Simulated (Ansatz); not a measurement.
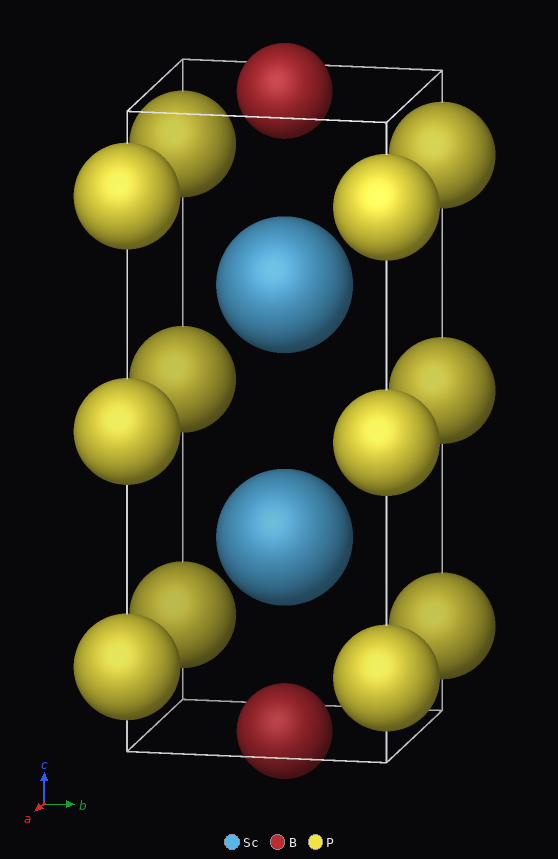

An orthographic spheres-only view of the structure, slightly off an axis. One simulation cell is framed, with atoms on its boundary repeated.

```yaml
crystal:
  lattice:
    - [3.33348, 0.00000, 0.00000]
    - [0.00000, 3.33348, 0.00000]
    - [0.00000, 0.00000, 8.21011]
  atoms:
    - { symbol: Sc, position: [0.50000, 0.50000, 0.30282] }
    - { symbol: Sc, position: [0.50000, 0.50000, 0.69718] }
    - { symbol: B, position: [0.50000, 0.50000, 0.00000] }
    - { symbol: P, position: [0.00000, 0.00000, 0.86768] }
    - { symbol: P, position: [0.00000, 0.00000, 0.13232] }
    - { symbol: P, position: [0.00000, 0.00000, 0.50000] }
```

The numbers come from DFT PBE, scalar-relativistic, plane waves, PAW (Ansatz), using plane waves up to 420 eV, k-points on a 12×12×6 grid, Gaussian smearing of 0.1 eV, no spin polarisation.

> Give the Bader charge of each element.

Sc +1.48 e; B -0.24 e; P -1.45 to -0.64 e.

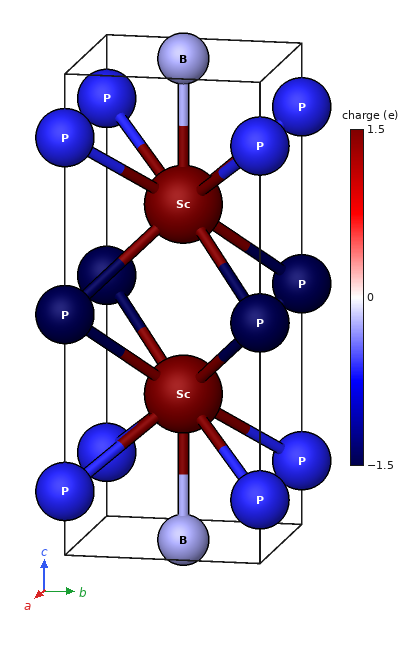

The atoms coloured by those charges.

The initial geometry was a structure type filled with these elements by a generator (whether the compound takes this form wasn't checked). Earlier steps of the study may have refined or changed the cell and positions. It went into a calculation with Ansatz.
